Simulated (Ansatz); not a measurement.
Geometry relaxation, with input and output: C16H7N2 (part 3 of 5)

Continued. System: C16H7N2 (slab, 25 atoms in the cell). Method: DFT LDA, scalar-relativistic, plane waves, PAW, PAW set soft_1, spin-polarised (Ansatz 0.2.0); cutoff 420 eV, 3×3×1 k-mesh, Gaussian smearing of 0.05 eV, collinear spins. The input holds or restrains some coordinates. Forces given for the steps count only the free coordinates. It belongs to a series of runs on one base structure; here: end point A relaxed.

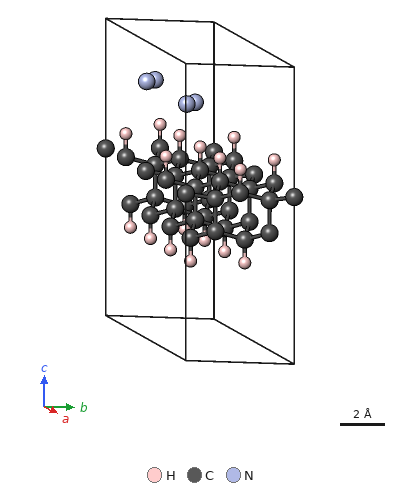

Figure 1. The geometry at step 5 of the log (ball-and-stick view of the 2 × 1 repeat of the cell, with the vacuum cut short, seen slightly off an axis).

## Output, continued
```
Per-site moments (μB) at R_I (Å): [(0.001254012403596523, 0.4537499620302827), (0.0012105707621813007, 0.4537499620302827), (0.0012521830703169643, 0.4537499620302827), (0.003988963941266181, 0.4537499620302827), (-0.0009253047557205525, 0.4537499620302827), (-0.0008781016977565119, 0.4537499620302827), (-0.0009266064619650163, 0.4537499620302827), (0.005819554405069238, 0.4537499620302827), (0.026466752811432435, 0.6376650820106887), (0.0019688234877297626, 0.634011718626214), (0.026451484801249904, 0.6376650820106887), (0.027874569416206824, 0.6376650820106889), (-0.0006341193662654182, 0.6172030754171186), (-0.0011110897939295367, 0.6317001925278066), (-0.0006314683645189816, 0.6172315921613942), (-0.00010558350271202433, 0.6174805172987485), (0.2840494688723515, 0.6172030754171186), (0.004218142617766315, 0.4575792998552923), (0.004268765946682695, 0.4579685184060353), (0.004230292946484174, 0.4575892170426426), (-0.00022170069605163356, 0.4575792998552923), (-0.00035674991871750356, 0.4579685184060353), (-0.00023551374373454958, 0.4575892170426426), (0.005326941728051336, 0.4534026246170958), (0.022787065972162436, 0.4534026246170958)]
Free energy (F): -4743.774761 eV
Harris-Foulkes:  -4743.774761 eV  (|F-HF|=9.79e-10)
Internal energy: -4743.774761 eV  (E = F + TS)
E sigma→0 (E₀):  -4743.774761 eV
Fermi energy:    1.133176 eV
--- Per-component energies (eV) ---
  E_band       = -649.895292
  E_kinetic    = 1771.714989
  E_local      = -36642.341393  (includes V_loc(G=0)·N_el)
  E_nonlocal   = 465.524334
  E_hartree    = 17547.211125
  E_xc         = -925.973195
  E_vxc        = -1154.116114  (∫ρ·V_xc dr)
  E_paw        = -1722.087841  (= ΣΔE_a)
  E_vpaw       = -185.094731  (= ΣTr[D̂ρ^β])
  E_aug_tail   = -0.005120  (compensation charges beyond the density's cutoff)
  E_ewald      = 14761.016933
  E_core_change = 1.165408  (= ΣΔE_core)
  E_smearing   = -0.000000  (= −TS)
  E_closure    = -0.000000  (closes the sum)
  Σ components = -4743.774761   (vs F -4743.774761, Δ=0.00e0)
--- Forces (eV/Å), atoms counted from 1 ---
[...]
  atom   1  H     -0.00869835    -0.00544632    -0.28406421
  atom   2  H      0.00837242    -0.00469503    -0.28301392
  atom   3  H      0.00023936     0.01018701    -0.28409375
  atom   4  H     -0.00043243     0.00015597    -0.32420502
  atom   5  C      0.01053507     0.00533385     1.63086660
  atom   6  C     -0.01081477     0.00632260     1.62712418
  atom   7  C      0.00079862    -0.01186673     1.63064817
  atom   8  C     -0.00096057     0.00042306     1.62607575
  atom   9  C      0.00139329     0.11804065    -1.41844754
  atom  10  C     -0.00112142     0.00003842    -1.09349683
  atom  11  C     -0.10291187    -0.05939113    -1.42103992
  atom  12  C      0.10403835    -0.06116111    -1.40572403
  atom  13  C     -0.00138927     0.00042899    -0.00399841
  atom  14  C      0.00089870     0.00013062     0.00012533
  atom  15  C      0.00201747     0.00066176     0.00151413
  atom  16  C     -0.00038775     0.00181250     0.00216117
  atom  17  C      0.00148082    -0.00225403    -0.00053815
  atom  18  C     -0.00051947     0.00126408    -0.00031569
  atom  19  C      0.00102055     0.00041931     0.00022773
  atom  20  C     -0.00158126    -0.00136917     0.00243249
  atom  21  H      0.00038471     0.00035135    -0.00088825
  atom  22  H     -0.00104097    -0.00057908     0.00025245
  atom  23  H      0.00054959    -0.00027033    -0.00073378
  atom  24  N      0.00728638    -0.00276316     0.00798862
  atom  25  N     -0.00913466     0.00420352    -0.00867313
  max |Σ_I F_I| component: 1.84e-4 eV/Å
--- Band table (eV; the first three rows and the last of 10) ---
  k-point 0 ↑: bands = ["-22.9980", "-19.5778", "-16.7310", "-14.3167", "-14.3133", "-14.3029", "-13.2935", "-13.1874", "-13.1809", "-11.1432", "-11.0232", "-11.0204", "-10.9086", "-10.8368", "-10.8351", "-10.5063", "-8.2794", "-6.9505", "-6.7118", "-6.4449", "-6.2206", "-6.2109", "-6.1672", "-5.6954", "-5.6705", "-5.3181", "-4.8975", "-4.8959", "-4.7125", "-4.4276", "-3.0544", "-3.0486", "-2.9198", "-2.9162", "-2.9096", "-2.2609", "-1.4684", "-1.4679", "0.0157", "0.0158", "0.5156", "2.7443", "2.9532", "3.4561", "4.4531", "5.4985", "5.8106", "6.2344", "6.2461", "6.2996", "6.5225", "6.5563", "6.6521", "7.5576", "7.5577", "7.6767", "8.2276", "8.2381", "8.3289", "8.4232", "8.4578", "8.8243", "8.8423", "8.8622", "8.8703", "9.1388"]
  k-point 1 ↑: bands = ["-22.9965", "-18.9073", "-16.9301", "-16.0931", "-15.0553", "-15.0463", "-14.2338", "-12.6164", "-12.5874", "-10.9315", "-10.9059", "-10.4007", "-9.5359", "-9.0803", "-8.9443", "-8.3399", "-8.1412", "-6.8759", "-6.8400", "-6.7452", "-6.6637", "-6.6102", "-6.5261", "-6.5053", "-5.9437", "-5.3108", "-5.2410", "-5.1879", "-4.6626", "-4.3345", "-4.2170", "-4.2134", "-3.8475", "-3.0137", "-2.6815", "-2.6429", "-2.4338", "-2.3633", "-2.0359", "-0.9310", "0.6680", "2.7128", "3.1054", "4.0448", "5.0460", "5.5357", "5.8626", "6.4521", "6.6336", "6.7330", "6.8037", "7.1373", "7.4610", "8.0167", "8.0907", "8.1962", "8.3866", "8.5126", "8.6072", "8.7066", "8.8162", "8.9791", "9.0462", "9.2950", "9.4606", "9.6630"]
  k-point 2 ↑: bands = ["-22.9963", "-18.9073", "-16.9297", "-16.0931", "-15.0557", "-15.0465", "-14.2339", "-12.6140", "-12.5902", "-10.9322", "-10.9033", "-10.4033", "-9.5391", "-9.0787", "-8.9421", "-8.4175", "-8.0971", "-6.8547", "-6.8528", "-6.7603", "-6.6426", "-6.6254", "-6.5180", "-6.5007", "-5.9273", "-5.2486", "-5.2364", "-5.2082", "-4.6845", "-4.3337", "-4.2167", "-4.2162", "-3.8446", "-3.0033", "-2.6890", "-2.6446", "-2.4292", "-2.3613", "-2.0345", "-0.9308", "0.6564", "2.9521", "3.1004", "4.0435", "4.9668", "5.5095", "5.8320", "6.3401", "6.5659", "6.7431", "6.8070", "6.9584", "7.2678", "7.9916", "8.0514", "8.2724", "8.3957", "8.5033", "8.6173", "8.6882", "8.8380", "8.9826", "9.1225", "9.2742", "9.4602", "9.6258"]
  k-point 4 ↓: bands = ["-22.9521", "-17.5386", "-17.5140", "-17.4821", "-14.8608", "-14.8395", "-14.6303", "-12.8612", "-11.5731", "-11.5532", "-9.6163", "-9.5312", "-9.5168", "-8.9101", "-8.2367", "-8.1564", "-7.7709", "-6.7675", "-6.7229", "-6.6118", "-6.5466", "-6.5167", "-6.0459", "-5.9583", "-5.7012", "-5.3232", "-5.2069", "-5.1827", "-4.6876", "-4.5777", "-4.5447", "-4.0225", "-3.9633", "-3.9464", "-3.7372", "-3.5506", "-3.5147", "-2.6790", "-1.8508", "-1.7272", "1.7929", "2.8859", "3.3845", "5.2531", "5.2631", "5.2713", "5.6792", "6.2604", "7.0696", "7.2894", "7.3645", "7.4676", "7.7975", "7.9124", "8.0276", "8.0662", "8.1599", "8.2531", "8.3208", "8.8292", "8.9853", "9.0365", "9.1305", "9.4320", "10.2223", "10.2923"]
--- Relaxed structure (40 steps of the walk, 40 accepted, 0 SCFs on fresh bases) ---
  F+E_penalty+E_count = -4743.77476092 eV   max|allowed force component| = 9.135e-3 eV/Å
  atoms:
    - { symbol: H, position: [0.16666669999999995, 0.16666670000000003, 0.05625430000000001] }
    - { symbol: H, position: [0.6666666999999998, 0.16666670000000003, 0.05625430000000001] }
    - { symbol: H, position: [0.1666666999999999, 0.6666667000000001, 0.05625430000000001] }
    - { symbol: H, position: [0.6666667, 0.6666667000000001, 0.05625430000000001] }
    - { symbol: C, position: [0.16666669999999995, 0.16666670000000003, 0.11813400000000003] }
    - { symbol: C, position: [0.6666666999999998, 0.16666670000000003, 0.11813400000000003] }
    - { symbol: C, position: [0.1666666999999999, 0.6666667000000001, 0.11813400000000003] }
    - { symbol: C, position: [0.6666667, 0.6666667000000001, 0.11813400000000003] }
    - { symbol: C, position: [-0.16666670000000003, 0.33333330000000005, 0.14712100000000003] }
    - { symbol: C, position: [0.33333329999999994, 0.33333330000000005, 0.14712100000000003] }
    - { symbol: C, position: [-0.16666670000000003, 0.8333333, 0.14712100000000003] }
    - { symbol: C, position: [0.33333329999999994, 0.8333333, 0.14712100000000003] }
    - { symbol: C, position: [-0.16631016588227823, 0.3325684425603566, 0.23443285974355169] }
    - { symbol: C, position: [0.3333742680239544, 0.33330143729384937, 0.2335837172103648] }
    - { symbol: C, position: [-0.16634249018869263, 0.8337490485281741, 0.23441828706298348] }
    - { symbol: C, position: [0.3326786043363667, 0.833649712230842, 0.2345144478983633] }
    - { symbol: C, position: [-9.339564613992794e-5, 3.514068331976605e-5, 0.2543056662820988] }
    - { symbol: C, position: [0.49941300529327787, 0.0014092302218059046, 0.26110500343448173] }
    - { symbol: C, position: [0.0013155693011789038, 0.49935426769115326, 0.2610125275219271] }
    - { symbol: C, position: [0.4994244762912172, 0.4991564656250486, 0.26109566636720644] }
    - { symbol: H, position: [0.5004331851080679, 0.002581408583644595, 0.32350459191566483] }
    - { symbol: H, position: [0.0020156992019059183, 0.499140168319115, 0.3234672796054701] }
    - { symbol: H, position: [0.5003522379128643, 0.496976497109117, 0.32349662032922577] }
    - { symbol: N, position: [-0.025192587991462782, 0.009381844111226393, 0.40542180941931466] }
    - { symbol: N, position: [0.19797946868489713, -0.0948866312191266, 0.4338081555377196] }
```

## Trajectory as extended XYZ (Å, eV, eV/Å), 19 of the 40 frames kept, from step=1 to step=40
```
25
Lattice="5.0487 0.0000 0.0000 2.5244 4.3723 0.0000 0.0000 0.0000 17.7764" Properties=species:S:1:pos:R:3:forces:R:3 step=1 energy=-4742.23219
H     1.2622    0.7287    1.0000   -0.0031  -0.0010  -0.2961
H     3.7866    0.7287    1.0000    0.0044  -0.0010  -0.3044
H     2.5244    2.9149    1.0000   -0.0008   0.0057  -0.2982
H     5.0487    2.9149    1.0000    0.0019  -0.0017  -0.2930
C     1.2622    0.7287    2.1000    0.0147   0.0102   1.6648
C     3.7866    0.7287    2.1000   -0.0160   0.0086   1.6550
C     2.5244    2.9149    2.1000   -0.0031  -0.0190   1.6600
C     5.0487    2.9149    2.1000    0.0033   0.0028   1.8157
C     0.0000    1.4574    2.6153   -0.0061  -0.2301  -1.1168
C     2.5244    1.4574    2.6153    0.0015   0.0179  -0.7741
C     1.2622    3.6436    2.6153    0.1947   0.1252  -1.1112
C     3.7866    3.6436    2.6153   -0.1901   0.1060  -1.0829
C     0.0000    1.4574    4.1611    0.0532  -0.2961   1.8672
C     2.5244    1.4574    4.1611   -0.0146   0.0275   0.7565
C     1.2622    3.6436    4.1611    0.2779   0.0953   1.8242
C     3.7866    3.6436    4.1611   -0.2713   0.1791   1.8079
C     0.0000    0.0000    4.6764   -0.0017  -0.0313  -3.7708
C     2.5244    0.0000    4.6764   -0.0218  -0.0670  -1.5111
C     1.2622    2.1862    4.6764   -0.1265   0.2077  -2.6376
C     3.7866    2.1862    4.6764   -0.0377   0.0083  -1.4817
H     2.5244    0.0000    5.7764    0.0306  -0.1297   0.0395
H     1.2622    2.1862    5.7764   -0.3936   0.5256  -1.6897
H     3.7866    2.1862    5.7764    0.0670   0.0281   0.1669
N     1.2191    2.1133    7.2364    4.5113  -4.8361   2.2097
N     2.0140    1.2822    7.3364   -4.0740   4.2652   0.8995
25
Lattice="5.0487 0.0000 0.0000 2.5244 4.3723 0.0000 0.0000 0.0000 17.7764" Properties=species:S:1:pos:R:3:forces:R:3 step=3 energy=-4743.50029
H     1.2622    0.7287    1.0000   -0.0097  -0.0022  -0.2850
H     3.7866    0.7287    1.0000    0.0062  -0.0020  -0.2951
H     2.5244    2.9149    1.0000   -0.0029   0.0113  -0.2860
H     5.0487    2.9149    1.0000    0.0009   0.0002  -0.3229
C     1.2622    0.7287    2.1000    0.0101   0.0056   1.6260
C     3.7866    0.7287    2.1000   -0.0117   0.0082   1.5546
C     2.5244    2.9149    2.1000    0.0016  -0.0127   1.6176
C     5.0487    2.9149    2.1000   -0.0021   0.0017   1.5656
C     0.0000    1.4574    2.6153   -0.0958   0.0983  -1.5719
C     2.5244    1.4574    2.6153    0.0473  -0.0103  -1.1704
C     1.2622    3.6436    2.6153   -0.1240   0.0508  -1.6019
C     3.7866    3.6436    2.6153    0.0966  -0.0589  -1.4892
C    -0.0033    1.4604    4.1605   -0.0180  -0.2461  -0.0842
C     2.5209    1.4602    4.1503    0.0119  -0.0071  -0.1052
C     1.2589    3.6473    4.1585    0.2072   0.1368  -0.0898
C     3.7849    3.6450    4.1637   -0.2137   0.1163  -0.0329
C    -0.0023    0.0021    4.5194    0.0163   0.0095   0.0585
C     2.5215    0.0041    4.6331   -0.0161   0.0767   0.0984
C     1.2582    2.1921    4.6134    0.0968  -0.1068   0.4580
C     3.7809    2.1869    4.6343   -0.0466  -0.0179   0.0935
H     2.5281   -0.0068    5.7416    0.0044   0.0108   0.0135
H     1.2436    2.2059    5.7251   -0.0393   0.0861  -0.6420
H     3.7883    2.1875    5.7438   -0.0138  -0.0086   0.0127
N     1.3024    2.0226    7.5107   -0.4416   0.4177   0.4694
N     2.0410    1.2478    7.7218    0.5359  -0.5578   0.4102
25
Lattice="5.0487 0.0000 0.0000 2.5244 4.3723 0.0000 0.0000 0.0000 17.7764" Properties=species:S:1:pos:R:3:forces:R:3 step=5 energy=-4743.67881
H     1.2622    0.7287    1.0000   -0.0076  -0.0032  -0.2865
H     3.7866    0.7287    1.0000    0.0057  -0.0020  -0.2892
H     2.5244    2.9149    1.0000   -0.0005   0.0091  -0.2868
H     5.0487    2.9149    1.0000   -0.0002   0.0004  -0.3217
C     1.2622    0.7287    2.1000    0.0072   0.0027   1.6243
C     3.7866    0.7287    2.1000   -0.0084   0.0059   1.5988
C     2.5244    2.9149    2.1000    0.0023  -0.0084   1.6202
C     5.0487    2.9149    2.1000   -0.0023   0.0013   1.6322
C     0.0000    1.4574    2.6153   -0.0335   0.0994  -1.4625
C     2.5244    1.4574    2.6153    0.0059   0.0041  -1.1135
C     1.2622    3.6436    2.6153   -0.0979  -0.0083  -1.4832
C     3.7866    3.6436    2.6153    0.0861  -0.0476  -1.4138
C    -0.0011    1.4533    4.1655   -0.0223   0.1086  -0.0635
C     2.5227    1.4591    4.1516    0.0086  -0.0095   0.0326
C     1.2658    3.6478    4.1637   -0.1042  -0.0287  -0.0642
C     3.7806    3.6476    4.1687    0.1034  -0.0624  -0.0816
C    -0.0012    0.0014    4.5203   -0.0019  -0.0053   0.1275
C     2.5232    0.0065    4.6382    0.0157  -0.0166   0.0391
C     1.2640    2.1866    4.6321   -0.0194   0.0238  -0.0360
C     3.7804    2.1846    4.6384    0.0116  -0.0001   0.0525
H     2.5305    0.0023    5.7487   -0.0078   0.0194  -0.0155
H     1.2487    2.2045    5.7354    0.0424  -0.0360   0.0337
H     3.7822    2.1816    5.7495   -0.0114  -0.0044  -0.0205
N     1.3325    1.9180    7.8833    0.1889  -0.1896   0.1420
N     2.1375    1.1903    8.0363   -0.1602   0.1472   0.0358
25
Lattice="5.0487 0.0000 0.0000 2.5244 4.3723 0.0000 0.0000 0.0000 17.7764" Properties=species:S:1:pos:R:3:forces:R:3 step=7 energy=-4743.70595
H     1.2622    0.7287    1.0000   -0.0075  -0.0041  -0.2852
H     3.7866    0.7287    1.0000    0.0074  -0.0042  -0.2863
H     2.5244    2.9149    1.0000   -0.0003   0.0089  -0.2855
H     5.0487    2.9149    1.0000    0.0003   0.0000  -0.3218
C     1.2622    0.7287    2.1000    0.0068   0.0037   1.6281
C     3.7866    0.7287    2.1000   -0.0074   0.0048   1.6204
C     2.5244    2.9149    2.1000    0.0007  -0.0082   1.6262
C     5.0487    2.9149    2.1000   -0.0007   0.0002   1.6231
C     0.0000    1.4574    2.6153   -0.0095   0.1031  -1.4139
C     2.5244    1.4574    2.6153    0.0052   0.0008  -1.1030
C     1.2622    3.6436    2.6153   -0.0923  -0.0421  -1.4167
C     3.7866    3.6436    2.6153    0.0904  -0.0537  -1.4020
C    -0.0003    1.4540    4.1670   -0.0005   0.0020   0.0012
C     2.5240    1.4578    4.1518    0.0011  -0.0018  -0.0019
C     1.2651    3.6458    4.1667   -0.0026   0.0000   0.0029
C     3.7831    3.6456    4.1676    0.0040  -0.0018  -0.0011
C    -0.0003    0.0003    4.5259    0.0014   0.0000  -0.0071
C     2.5242    0.0056    4.6391   -0.0028   0.0055   0.0039
C     1.2661    2.1842    4.6377    0.0051  -0.0026   0.0117
C     3.7816    2.1836    4.6394   -0.0057   0.0005   0.0013
H     2.5263    0.0099    5.7491    0.0017  -0.0055   0.0060
H     1.2671    2.1847    5.7471   -0.0033   0.0040  -0.0076
H     3.7780    2.1800    5.7496    0.0026   0.0009   0.0044
N     1.3882    1.7447    8.1396   -0.0235   0.0108  -0.0046
N     2.2377    1.0851    8.3381    0.0294  -0.0213   0.0076
25
Lattice="5.0487 0.0000 0.0000 2.5244 4.3723 0.0000 0.0000 0.0000 17.7764" Properties=species:S:1:pos:R:3:forces:R:3 step=10 energy=-4743.70746
H     1.2622    0.7287    1.0000   -0.0075  -0.0042  -0.2852
H     3.7866    0.7287    1.0000    0.0079  -0.0043  -0.2862
H     2.5244    2.9149    1.0000   -0.0001   0.0090  -0.2854
H     5.0487    2.9149    1.0000    0.0006   0.0000  -0.3229
C     1.2622    0.7287    2.1000    0.0074   0.0045   1.6342
C     3.7866    0.7287    2.1000   -0.0080   0.0051   1.6271
C     2.5244    2.9149    2.1000    0.0003  -0.0089   1.6332
C     5.0487    2.9149    2.1000   -0.0002   0.0000   1.6157
C     0.0000    1.4574    2.6153   -0.0060   0.1151  -1.4048
C     2.5244    1.4574    2.6153    0.0067  -0.0013  -1.0791
C     1.2622    3.6436    2.6153   -0.0991  -0.0485  -1.4087
C     3.7866    3.6436    2.6153    0.1031  -0.0596  -1.3997
C    -0.0001    1.4547    4.1675    0.0063  -0.0303   0.0021
C     2.5244    1.4576    4.1530   -0.0023   0.0038  -0.0067
C     1.2648    3.6456    4.1671    0.0329   0.0049  -0.0050
C     3.7841    3.6452    4.1677   -0.0293   0.0132   0.0057
C     0.0001    0.0002    4.5249    0.0014   0.0085   0.0157
C     2.5247    0.0050    4.6404   -0.0081   0.0120  -0.0017
C     1.2666    2.1843    4.6392   -0.0036  -0.0069  -0.0087
C     3.7819    2.1838    4.6405   -0.0024  -0.0066  -0.0047
H     2.5274    0.0073    5.7508    0.0017  -0.0024  -0.0252
H     1.2667    2.1855    5.7489   -0.0007  -0.0021  -0.0009
H     3.7792    2.1805    5.7511    0.0004   0.0004  -0.0095
N     1.4599    1.4998    8.1256    0.1649  -0.1087   0.0334
N     2.3637    0.9051    8.2956   -0.1662   0.1072  -0.0329
```
